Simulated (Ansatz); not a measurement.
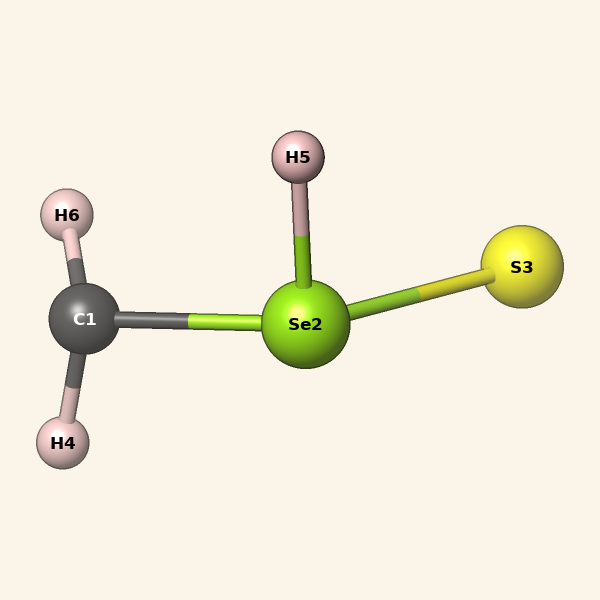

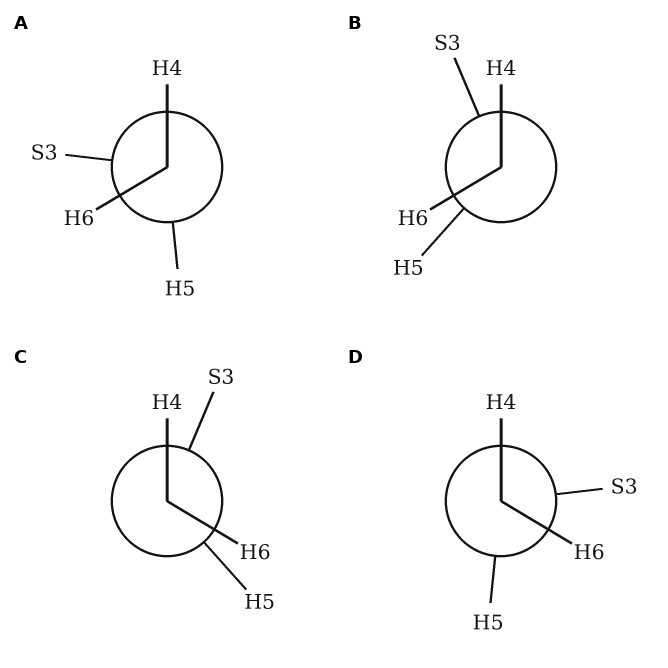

Distant atoms are faded towards the background colour. Bonds that would overlap in a projection are set slightly apart. The species has charge −1 and is a spin singlet. The computed structure is the end point of a PBE0-D4/def2-TZVPD optimisation. No frequency run is at hand to confirm it as a minimum.

Which Newman projection shows the view along C1–Se2, with C1 in front?

D. The torsion angle H4–C1–Se2–S3 is 83°, about perpendicular.
